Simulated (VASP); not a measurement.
Band structure of WS₂ (2H layered). These are optB86b-vdW, VASP's PBE PAW potentials (set 64) (plane waves; VASP) values and carry that method's errors.

Unless said otherwise, spin-orbit coupling is left out, though it shifts the bands of the heavy elements here.

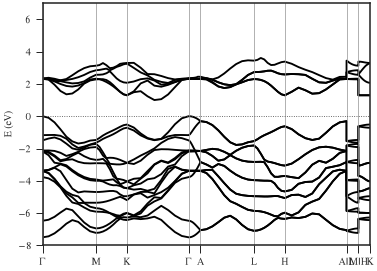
*Bands along high-symmetry lines, zero at the valence-band maximum or, without a gap, the Fermi level*

### Question
Read the plot: is there a gap, and where are the band edges?

### Answer
The gap is indirect, 1.00 eV, from the valence maximum at Γ to the conduction minimum at K-Γ at 0.44. (Edges off the drawn lines would not show.)

The compound is WS2 in the 2H layered structure. It was relaxed first.
